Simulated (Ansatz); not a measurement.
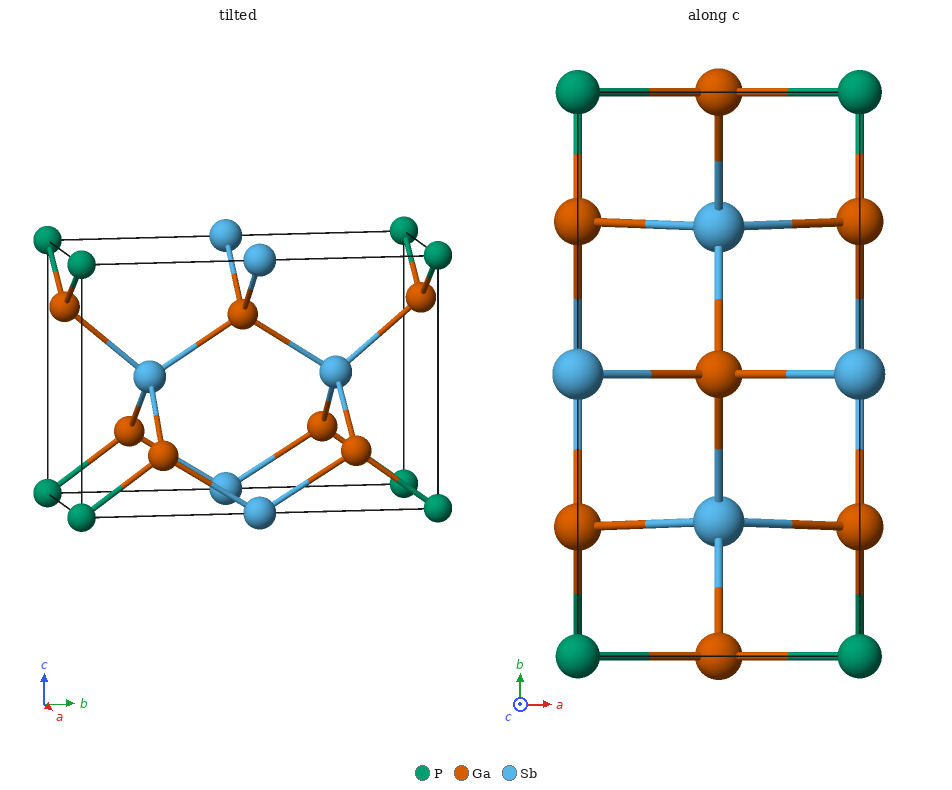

Ball-and-stick drawing of the structure, looking slightly off an axis and along the c axis. The conventional unit cell is drawn as a box.

Ga₄Sb₃P, space group Pmm2 (No. 25), a = 4.219 Å, b = 8.443 Å, c = 5.943 Å, α = 90.00°, β = 90.00°, γ = 90.00°. Its origin is a structure type filled with these elements by a generator (whether the compound takes this form wasn't checked). Earlier steps of the study, as a rule a relaxation of our own, may have changed the cell and positions, so they can lie some per cent off the listed ones. It was run through Ansatz as a DFT input.

This one geometry was computed with Ansatz (DFT, plane waves, PAW) at three levels of theory: HSE06, PBE with spin-orbit coupling and r2SCAN. It was relaxed beforehand with r2SCAN.

Which level gives the highest pressure at this volume, and what does that say about its equilibrium volume?

Highest: PBE with spin-orbit coupling (2.1 GPa), which points to the largest equilibrium volume. Lowest, with the smallest volume: HSE06 (0.3 GPa) and r2SCAN (0.0 GPa). Levels within 0.5 GPa of each other can't be told apart.

How does the band gap change with the level of theory?

PBE with spin-orbit coupling: a gap of 0.05 eV, indirect; r2SCAN: a gap of 0.35 eV, direct; HSE06: a gap of 0.71 eV, direct.

Collect the results in a table.

| level | cutoff (eV) | k-mesh of the run's cell | gap (eV) | pressure (GPa) |
| --- | --- | --- | --- | --- |
| HSE06 | 420 | 4×2×4 | 0.71 | 0.3 |
| PBE with spin-orbit coupling | 420 | 6×4×4 | 0.05 | 2.1 |
| r2SCAN | 500 | 6×4×4 | 0.35 | 0.0 |

Gaps are taken on the k-mesh or band path of each run.
